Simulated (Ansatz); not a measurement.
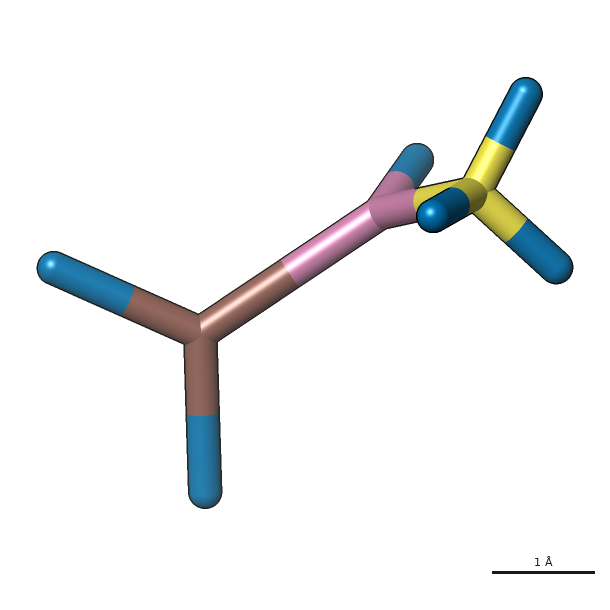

A stick model of a molecule. Every bond is drawn as one stick, whatever its order. Colours: carbon yellow, boron pink, aluminium brown, hydrogen blue.

Question: What is the molecular formula?

Answer: CH₆AlB, 9 atoms: 1 carbon, 6 hydrogen, 1 aluminium and 1 boron.

Question: Name some functional groups or characteristic bonds that it holds.

Answer: Among them: B–H bond.

Question: What is the point group of this geometry?

Answer: C1.

Question: Count the bonded pairs by element.

Answer: 3 C–H, 2 Al–H, 1 C–B, 1 Al–B, 1 B–H.

The parts below concern this one geometry. Atoms keep their numbers from picture to picture. The geometry was computed by an optimisation with PBE0-D4/def2-TZVP.

**Shape**

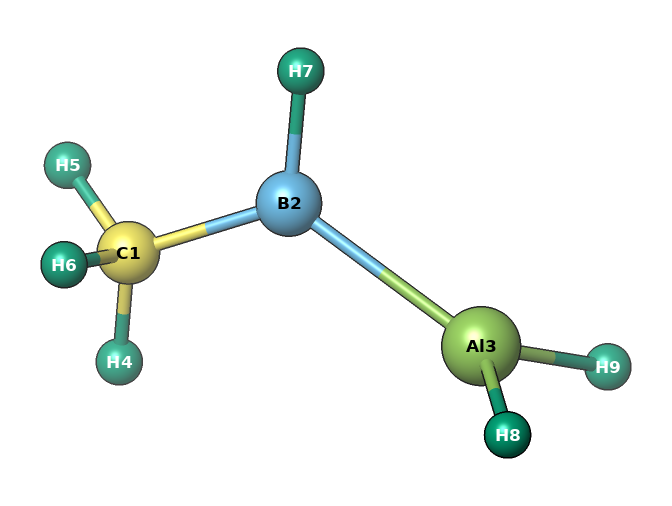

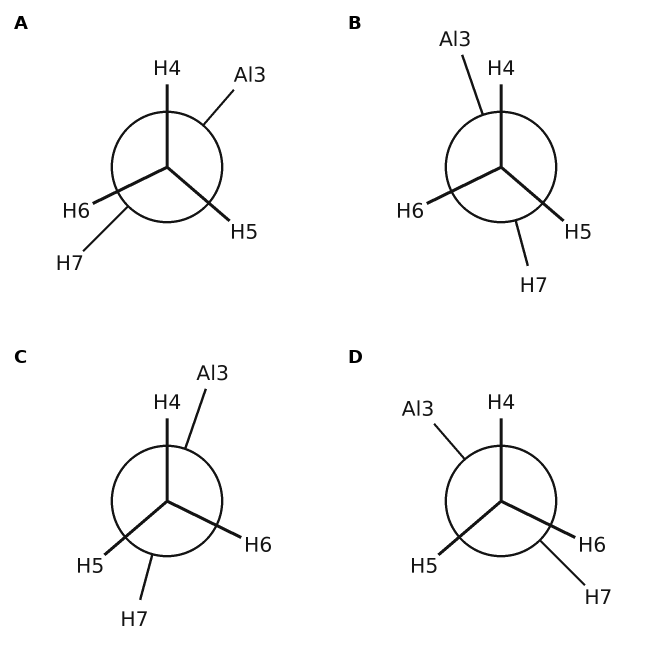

Atoms fade into the background with distance from the viewer. Bonds that would overlap in a projection are set slightly apart.

Question: Which Newman projection shows the view along C1–B2, with C1 in front?

Answer: B. The torsion angle H4–C1–B2–Al3 is −19°, synperiplanar.

**Vibrations**

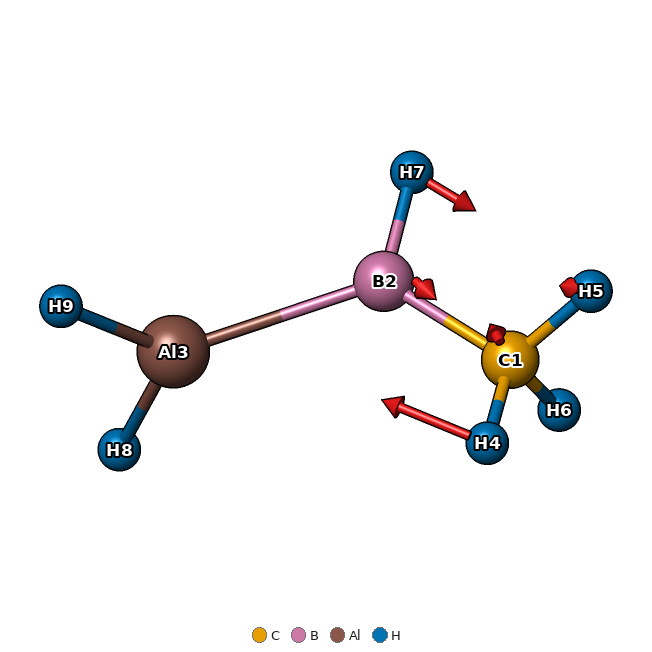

The arrows show one normal mode. Harmonic vibrations computed with RKS PBE0-D4/def2-TZVP (Ansatz 0.2.0) at a stationary point of the same level.

Question: Estimate its harmonic wavenumber.

Answer: 1030 cm⁻¹; it is mode 11 of 21 counted from the lowest.

**Levels of theory compared**

Program: Ansatz 0.2.0.

At this fixed geometry, give dipole (D), HOMO–LUMO gap (eV), vertical IP (eV) at these levels: B3LYP-D4/def2-TZVPP; PBE-D4/def2-TZVPP; r2SCAN-D4/def2-TZVPP; ωB97M-V/def2-TZVPP.

| level | dipole (D) | HOMO–LUMO gap (eV) | vertical IP (eV) |
| --- | --- | --- | --- |
| B3LYP-D4/def2-TZVPP | 1.24 | 4.95 | 9.20 |
| PBE-D4/def2-TZVPP | 1.31 | 3.18 | 8.94 |
| r2SCAN-D4/def2-TZVPP | 1.29 | 3.73 | 8.99 |
| ωB97M-V/def2-TZVPP | 1.24 | 9.25 | 9.31 |

**Thermal motion**

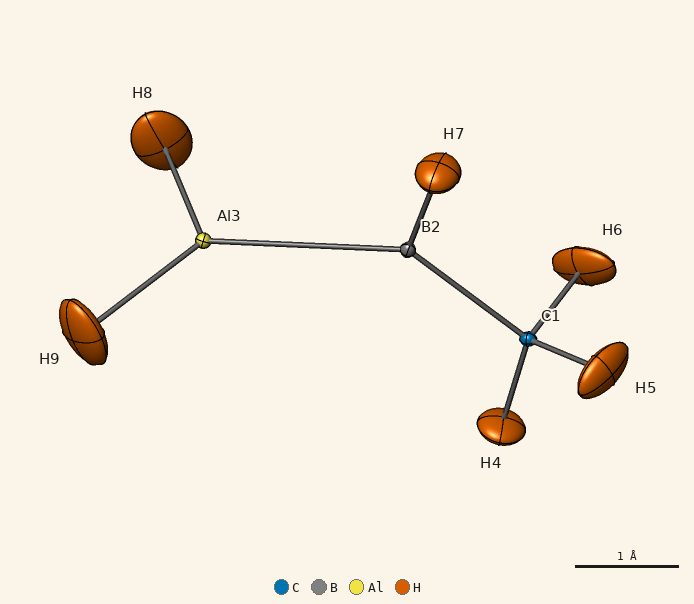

Displacement ellipsoids at the 50 % level, from the internal vibrations of the free molecule (harmonic, no overall translation or rotation; no half-axis is drawn under 0.075 Å). Vibrations computed with RKS PBE0-D4/def2-TZVP (Ansatz 0.2.0). Temperature: 0 K (zero-point motion alone).

Give the displacement parameters, one line for each set of equivalent atoms.

| atom | U_eq (Å²) | rms amplitudes (Å) |
| --- | --- | --- |
| C1 | 0.0014 | 0.025, 0.028, 0.054 |
| B2 | 0.0025 | 0.038, 0.049, 0.060 |
| Al3 | 0.00045 | 0.014, 0.015, 0.031 |
| H4 | 0.0204 | 0.075, 0.154, 0.179 |
| H5 | 0.0252 | 0.085, 0.135, 0.224 |
| H6 | 0.0301 | 0.077, 0.149, 0.249 |
| H7 | 0.0185 | 0.095, 0.140, 0.163 |
| H8 | 0.0351 | 0.094, 0.182, 0.252 |
| H9 | 0.0352 | 0.094, 0.182, 0.252 |

**Charges**

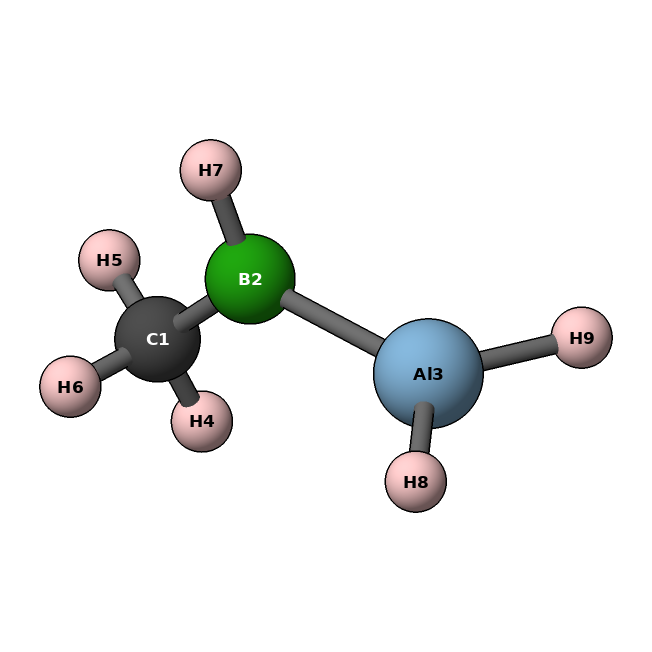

The questions are on Mulliken charges. Method: RKS B3LYP-D4/def2-TZVPP (Ansatz 0.2.0).

Question: Which atom carries the highest charge (most positive or least negative)?

Answer: Al3 (0.28 e).

Question: And the lowest?

Answer: C1 (−0.29 e).

List the Mulliken charges.

| atom | value (e) |
| --- | --- |
| C1 | −0.29 |
| B2 | −0.02 |
| Al3 | 0.28 |
| H4 | 0.09 |
| H5 | 0.10 |
| H6 | 0.09 |
| H7 | 0.03 |
| H8 | −0.15 |
| H9 | −0.14 |

Mulliken values depend strongly on the basis set and can even reverse the polarity of a bond.
